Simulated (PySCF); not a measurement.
**The bond of MoCl+, level by level**

One job finds the state of MoCl+, follows it along the bond with each method and fits the curves.

Program: PySCF 2.14.0. Level of theory: Mo def2-TZVPPD with ECP28, Cl def2-TZVPPD, scalar-relativistic core potentials. These are calculated values, not measurements.

**1. The job**

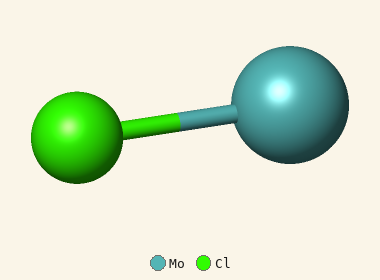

The two atoms at the starting distance (molybdenum teal, chlorine green).

The job is set up so:

```
atoms                         : Mo, Cl
charge                        : 1
basis                         : Mo def2-TZVPPD with ECP28, Cl def2-TZVPPD
Hamiltonian                   : scalar-relativistic core potentials
basis functions               : 107
electrons treated             : 30
masses in u                   : 97.9054, 34.9689
levels                        : PBE0, PBE, r²SCAN, M06-2X, revPBE, B97-3, PBEsol, BLYP, ωB97X, HF, MP2, SCS-MP2, CCSD, CCSD(T)
grid                          : 80 radial by 434 angular points
occupations                   : held fixed by the projection of orbital angular momentum
dissociation limit            : Mo+ + Cl, each in its ground configuration
starting distance in angstrom : 2.365
values of 2S to try           : 0, 2, 4, 6, 8
```

Command:

```
> OMP_NUM_THREADS=2 python dia.py task.json out
```

The runs that follow: The PBE0 curve of the state that the search chose; Other states along the same grid; PBE (GGA); r²SCAN (meta-GGA); M06-2X (hybrid meta-GGA); revPBE (GGA); B97-3 (global hybrid GGA); PBEsol; BLYP (GGA); ωB97X (range-separated hybrid); UHF; Adding correlation.

**Question.** What will these runs give? Wanted: for each run, Re; ωe; De; μ.

**Answer**, as computed:

Lowest PBE0 solution found, without spin–orbit coupling: ⁵Σ⁺ (quintet), unpaired electrons π ↑↑, δ ↑↑. State 2 has its PBE0 minimum 0.09 eV higher. State 3 has its PBE0 minimum 0.95 eV higher. State 4 has its PBE0 minimum 1.12 eV higher, as a spin-mixed determinant (⟨S²⟩ = 3.02), so this is no gap between pure states. The other levels ran on the lowest alone.

```csv
level,Re (Å),ωe (cm⁻¹),De (eV),μ (D)
UHF,2.279,434,1.15,-6.84
UHF-MP2,2.209,464,2.56,n/a
UHF-SCS-MP2,2.222,459,2.61,n/a
UHF-CCSD,2.230,453,2.35,n/a
UHF-CCSD(T),2.227,453,2.57,n/a
PBE,2.213,445,3.22,-4.19
PBEsol,2.196,458,3.47,-4.08
revPBE,2.222,438,3.00,-4.28
BLYP,2.238,430,3.17,-4.23
r²SCAN,2.217,449,2.97,-4.71
PBE0,2.210,456,2.82,-4.85
B97-3,2.223,449,3.02,-4.92
M06-2X,2.214,451,3.00,-5.03
ωB97X,2.215,461,3.00,-5.34
```

De is counted to Mo+ + Cl in their ground configurations. A positive dipole points from Mo to Cl; in an ion it is taken about the centre of mass and does not tell which atom is negative.

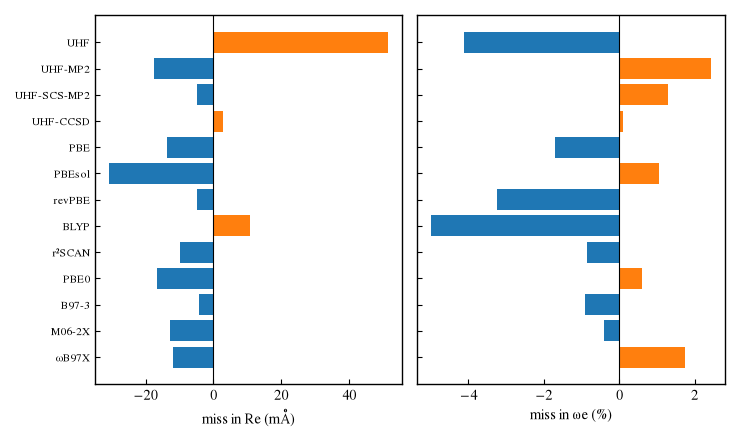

Differences in bond length and wavenumber from CCSD(T) in the same basis.

What this shows: Judged by CCSD(T) in the same basis: best bond length UHF-CCSD (+3 mÅ), worst UHF (+52 mÅ); best wavenumber UHF-CCSD (+0.1 %), worst BLYP (-5.0 %). Among the levels with a De in the table, it runs from 1.15 eV (UHF) to 3.47 eV (PBEsol).

Correlated steps freeze 5 core orbitals. With d or f electrons several states lie close, and the lowest PBE0 determinant need not be the measured ground state. At some levels the lowest empty orbital lies below the highest filled one (the two can be of opposite spin). Spin–orbit coupling is left out.
